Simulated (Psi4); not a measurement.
# wB97X-D/cc-pCVQZ (density fitting, sweep point 7) run of BF (SMILES [B]F)

Aim: the vertical electron affinity of BF at wB97X-D/cc-pCVQZ (density fitting, sweep point 7), from 2 runs. Input form: a Python script.

Program for the calculation: Psi4 1.11.

**1. The structure to begin with**

BF: 2 atoms, total charge 0, spin state singlet. SMILES: `[B]F`. The shape is that of a PBE0-D4/def2-TZVP optimisation.

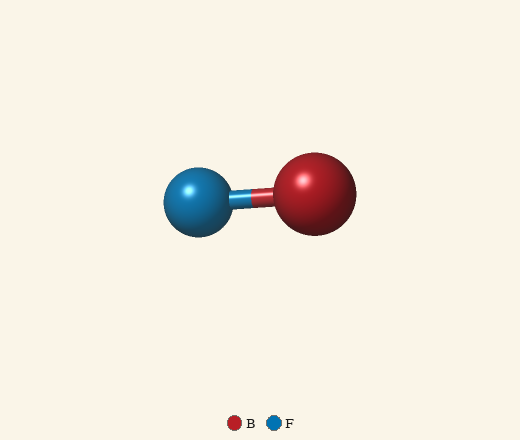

The structure, seen from a chosen angle (boron red, fluorine blue).

**2. A single-point energy at wB97X-D/cc-pCVQZ (density fitting, sweep point 7)**

The input, run.py:

```python
import psi4

psi4.set_memory('1600 MB')
psi4.set_num_threads(1)
psi4.core.set_output_file('run.log', False)

m = psi4.geometry("""
0 1
B      0.00000000     0.00000000    -0.01766894
F      0.00000000     0.00000000     2.36922523
units au
symmetry c1
""")

psi4.set_options({
    'basis': 'cc-pCVQZ',
    'puream': True,
    'scf_type': 'df',
    'dft_radial_points': 99,
    'dft_spherical_points': 590,
})

e_tot, wfn = psi4.energy("wb97x-d", return_wfn=True)
print(f'wb97x-d energy: {e_tot:.10f} Eh')
for k, v in sorted(psi4.core.scalar_variables().items()):
    print(f'{k:45s} {v:18.10f}')
```

Run with:

```
$ python run.py
```

run.log:

```text
[...]
  Running in c1 symmetry.
[...]
  Nuclear repulsion =   18.852951490513714
[...]
  Multiplicity = 1
[...]
  Nalpha       = 7
  Nbeta        = 7
[...]
    Number of basis functions: 168
[...]
   @DF-RKS iter   1:  -124.65891658978627   -5.86231e-01   1.85731e-03 DIIS/ADIIS
[...]
   @DF-RKS iter   7:  -124.68520680455244   -4.77306e-08   1.73401e-07 DIIS
[...]
    Orbital Energies [Eh]
    ---------------------
    Doubly Occupied:
       1A    -24.894434     2A     -6.962121     3A     -1.402592
       4A     -0.713593     5A     -0.621324     6A     -0.621324
       7A     -0.366840
[...]
  @DF-RKS Final Energy:  -124.68520680455244
   => Energetics <=
    Nuclear Repulsion Energy =             18.8529514905137141
    One-Electron Energy =                -208.9655447504637209
    Two-Electron Energy =                  75.5697305415542360
    DFT Exchange-Correlation Energy =     -10.1423421673968068
    Empirical Dispersion Energy =          -0.0000019187598547
    VV10 Nonlocal Energy =                  0.0000000000000000
    Total Energy =                       -124.6852068045524362
[...]
 Multipole Moments:
 ------------------------------------------------------------------------------------
     Multipole            Electronic (a.u.)      Nuclear  (a.u.)        Total (a.u.)
 ------------------------------------------------------------------------------------
 L = 1.  Multiply by 2.5417464519 to convert [e a0] to [Debye]
 Dipole X            :          0.0000000            0.0000000            0.0000000
 Dipole Y            :         -0.0000000            0.0000000           -0.0000000
 Dipole Z            :          0.0813406            0.3254674            0.4068081
 Magnitude           :                                                    0.4068081
[...]
```

Standard output:

```text
wb97x-d energy: -124.6852068046 Eh
CURRENT ENERGY                                   -124.6852068046
CURRENT REFERENCE ENERGY                         -124.6852068046
DD SOLVATION ENERGY                                 0.0000000000
DFT FUNCTIONAL TOTAL ENERGY                      -124.6852048858
DFT TOTAL ENERGY                                 -124.6852068046
DFT VV10 ENERGY                                     0.0000000000
DFT XC ENERGY                                     -10.1423421674
DISPERSION CORRECTION ENERGY                       -0.0000019188
GRID ELECTRONS ALPHA                                7.0000000162
GRID ELECTRONS BETA                                 7.0000000162
GRID ELECTRONS TOTAL                               14.0000000324
NUCLEAR REPULSION ENERGY                           18.8529514905
ONE-ELECTRON ENERGY                              -208.9655447505
PCM POLARIZATION ENERGY                             0.0000000000
PE ENERGY                                           0.0000000000
SCF ITERATION ENERGY                             -124.6852068046
SCF ITERATIONS                                      7.0000000000
SCF TOTAL ENERGY                                 -124.6852068046
TWO-ELECTRON ENERGY                                75.5697305416
WB97X-D DISPERSION CORRECTION ENERGY               -0.0000019188
XC GRID RADIAL POINTS                              99.0000000000
XC GRID SPHERICAL POINTS                          590.0000000000
XC GRID TOTAL POINTS                           113639.0000000000
```

It took 8.7 s on 1 thread of Intel Xeon at 2.70GHz, shared host; peak memory 0.71 GiB.

**3. The doublet anion at the same level**

The input, calc.py:

```python
import psi4

psi4.set_memory(1600000000)
psi4.set_num_threads(1)
psi4.core.set_output_file('output.dat', False)

geom = psi4.geometry("""
-1 2
B      0.00000000     0.00000000    -0.01766894
F      0.00000000     0.00000000     2.36922523
units bohr
symmetry c1
""")

psi4.set_options({
    'basis': 'cc-pCVQZ',
    'reference': 'uks',
    'puream': True,
    'scf_type': 'df',
    'dft_radial_points': 99,
    'dft_spherical_points': 590,
    'maxiter': 100,
})

e_tot, wfn = psi4.energy('WB97X-D', molecule=geom, return_wfn=True)
print('E =', round(e_tot, 9))
```

Run with:

```
$ python calc.py
```

output.dat:

```text
[...]
  Running in c1 symmetry.
[...]
  Nuclear repulsion =   18.852951490513714
[...]
  Multiplicity = 2
[...]
  Nalpha       = 8
  Nbeta        = 7
[...]
    Number of basis functions: 168
[...]
   @DF-UKS iter   1:  -124.53519543187885   -4.62510e-01   2.64024e-03 ADIIS/DIIS
[...]
   @DF-UKS iter   9:  -124.63820487947270   -4.55302e-08   1.38572e-07 DIIS
[...]
   @S^2 Observed:                7.539884167E-01
[...]
    Orbital Energies [Eh]
    ---------------------
    Alpha Occupied:
       1A    -24.608537     2A     -6.650857     3A     -1.126554
       4A     -0.444179     5A     -0.358155     6A     -0.351652
       7A     -0.108808     8A      0.064076
    Alpha Virtual:
       9A      0.261564    10A      0.318695    11A      0.407336
      12A      0.410431    13A      0.426914    14A      0.569632
      15A      0.571665    16A      0.577341    17A      0.645888
      18A      0.647973    19A      0.671990    20A      0.921648
      21A      0.933276    22A      0.937740    23A      1.095789
      24A      1.116230    25A      1.120603    26A      1.308294
[...]
  @DF-UKS Final Energy:  -124.63820487947270
   => Energetics <=
    Nuclear Repulsion Energy =             18.8529514905137141
    One-Electron Energy =                -212.8273759568816956
    Two-Electron Energy =                  79.5836072393087193
    DFT Exchange-Correlation Energy =     -10.2473857336535765
    Empirical Dispersion Energy =          -0.0000019187598547
    VV10 Nonlocal Energy =                  0.0000000000000000
    Total Energy =                       -124.6382048794726956
[...]
 Multipole Moments:
 ------------------------------------------------------------------------------------
     Multipole            Electronic (a.u.)      Nuclear  (a.u.)        Total (a.u.)
 ------------------------------------------------------------------------------------
 L = 1.  Multiply by 2.5417464519 to convert [e a0] to [Debye]
 Dipole X            :          0.0000000            0.0000000            0.0000000
 Dipole Y            :          0.0000000            0.0000000            0.0000000
 Dipole Z            :          1.6895209            0.3254674            2.0149884
 Magnitude           :                                                    2.0149884
[...]
```

On the terminal:

```text
E = -124.638204879
```

Run time: 13 s. Hardware: 1 thread of Intel Xeon at 2.70GHz, shared host; peak memory 0.71 GiB.

**4. Outcome**

At wB97X-D/cc-pCVQZ (density fitting, sweep point 7):

```
                                         quantity          value
                         singlet BF: total energy  -124.68521 Eh
                        singlet BF: dipole moment         1.03 D
                          singlet BF: HOMO energy       -9.98 eV
                          singlet BF: LUMO energy        0.83 eV
                        singlet BF: HOMO–LUMO gap       10.82 eV
                    singlet BF: dispersion energy   -0.01 kJ/mol
                      doublet anion: total energy  -124.63820 Eh
doublet anion: HOMO energy (highest over α and β)        1.74 eV
 doublet anion: LUMO energy (lowest over α and β)        7.12 eV
                 doublet anion: dispersion energy   -0.01 kJ/mol
                              doublet anion: ⟨S²⟩          0.754
vertical electron affinity (to the doublet anion)      -1.279 eV
```

In words: The anion lies 1.28 eV (29 kcal/mol) above the neutral: the electron isn't bound at this level, and such a value depends on the basis. Without diffuse functions anions come out too high. The HOMO (doublet anion) lies at positive energy, 1.74 eV; only total energies tell whether the electron is bound.
